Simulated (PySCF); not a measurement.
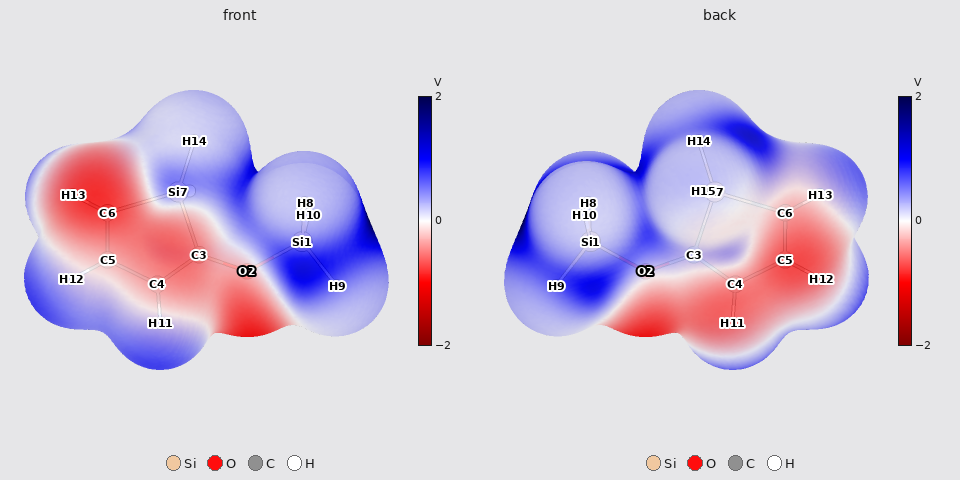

C4H8OSi2. The electrostatic potential painted on the density surface at 0.002 e/bohr³, seen from the front and from behind; red is negative and blue positive.

Geometry: GFN2-xTB, MD frame at 250 fs, 200 K.

Computed with PySCF 2.14.0, PBE0/pcSseg-1, SCF density, gas phase, non-relativistic.

Input

```
{"job": {"kind": "nmr", "xc": "PBE0", "basis": "pcSseg-1", "pop": false}, "charge": 0, "multiplicity": 1}
Si     2.304300     0.957400    -0.309500
O      1.316400    -0.143800     0.314500
C      0.014200    -0.222200     0.365200
C     -0.646600    -1.115600     1.138300
C     -2.072500    -1.087800     1.003400
C     -2.592600    -0.259100     0.079500
Si    -1.171800     0.677100    -0.822900
H      2.048700     2.229100     0.353300
H      3.560700     0.319200    -0.049000
H      2.083600     1.119300    -1.806700
H     -0.154300    -1.786900     1.854100
H     -2.714200    -1.724500     1.630400
H     -3.619400    -0.294900    -0.234500
H     -1.263400     2.165500    -0.773500
H     -1.011300     0.277400    -2.232400
```

Command:

```sh
OMP_NUM_THREADS=1 python probes_run.py task.json out
```

### Which sites attract a positive test charge, and which a negative one?

A positive charge is drawn to the negative regions and a negative charge to the positive ones. The most negative region (about −0.9 V) lies over O2, C5 and C6, the most positive (about +1.9 V) over Si1.
